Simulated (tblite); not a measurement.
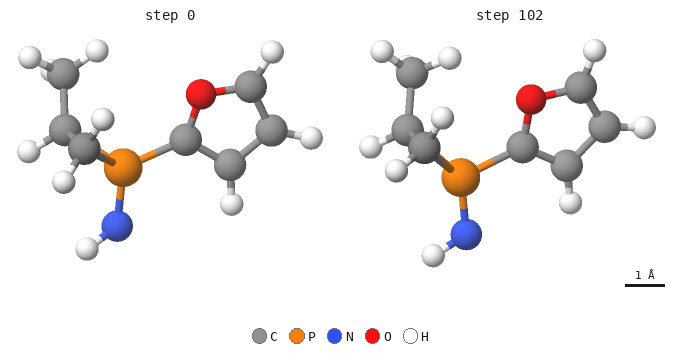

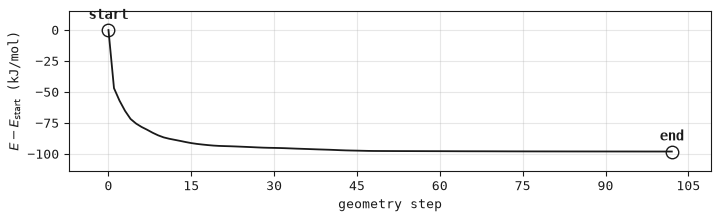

First and last geometry of a relaxation of C₇H₁₀NOP, with the history of the run. A ball-and-stick model, seen face on.

These are results of GFN2-xTB geometry optimisation, gas phase (tblite), not measurements. 

What do the curves and the structures tell?

It converged. The atom that moves furthest after the best rigid fit is an H atom (0.46 Å). By element the largest moves are H 0.46 Å, N 0.35 Å, O 0.30 Å, P 0.30 Å, C 0.26 Å. Some distances before and after: C–P 1.782 → 1.836 Å, C–H 1.139 → 1.091 Å, C–O 1.306 → 1.350 Å, C–C 1.525 → 1.565 Å. Among the angles between lasting bonds that change: C–P–N 116.6° → 133.0°, C–P–C 123.0° → 111.8°, N–P–C 118.2° → 108.0°. Groups turn about N–P by about 20°. The energy falls by 98.0 kJ/mol in 102 geometry steps. The run took 0.72 s on 1 thread of Arm Neoverse V2, with other jobs on the host.

| step | E − E(0), kJ/mol |
| --- | --- |
| 0 | 0.00 |
| 1 | -46.93 |
| 2 | -56.99 |
| 3 | -65.22 |
| 4 | -71.75 |
| 5 | -75.48 |
| 6 | -78.22 |
| 7 | -80.46 |
| 8 | -82.89 |
| 9 | -84.99 |
| 10 | -86.63 |
| 15 | -91.23 |
| 20 | -93.49 |
| 25 | -94.32 |
| 29 | -95.03 |
| 34 | -95.70 |
| 39 | -96.46 |
| 44 | -97.23 |
| 49 | -97.61 |
| 54 | -97.69 |
| 58 | -97.73 |
| 63 | -97.80 |
| 68 | -97.85 |
| 73 | -97.91 |
| 78 | -97.95 |
| 83 | -97.97 |
| 87 | -97.99 |
| 92 | -98.00 |
| 97 | -98.02 |
| 102 | -98.04 |
